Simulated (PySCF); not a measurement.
Ga(OMe)(SH)2, SMILES [SH][Ga]([SH])[O]C (CH5GaOS2) at its PBE0/def2-SVP optimised geometry (Å):

```
10

Ga     0.0591     0.8017     0.0000
O     -0.8020    -0.7523     0.0003
C     -0.1991    -2.0141    -0.0054
H      0.9076    -1.9787    -0.0026
H     -0.5119    -2.5929     0.8819
H     -0.5076    -2.5835    -0.9004
S     -1.2043     2.5929     0.0000
H     -2.3303     1.8432    -0.0015
S      2.2599     0.8017     0.0000
H      2.3303     2.1513     0.0000
```

Calculation: PySCF with PBE0/def2-TZVP.

Map of the log10 of the electron density (e/bohr³), floored at −4 on the plane z = 0.6 Å:

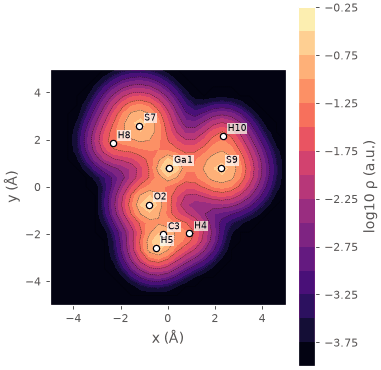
Figure: Log10 of the electron density (e/bohr³), floored at −4 on the plane z = 0.6 Å.
